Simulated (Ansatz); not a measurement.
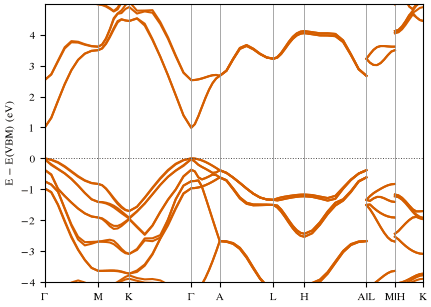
*Band structure from the program Ansatz at the r²SCAN with spin–orbit coupling level (PAW)*

Read off the gap and where the band edges lie.

About 1.0 eV (0.99 eV by a search for the band edges); maximum at Γ, minimum at Γ.

The material is CdSe (wurtzite, P6_3mc).

The r²SCAN relaxation kept the symmetry of its start; of distortions, only those at the zone centre were tested.

Potentials: the later of the program's two PAW sets.
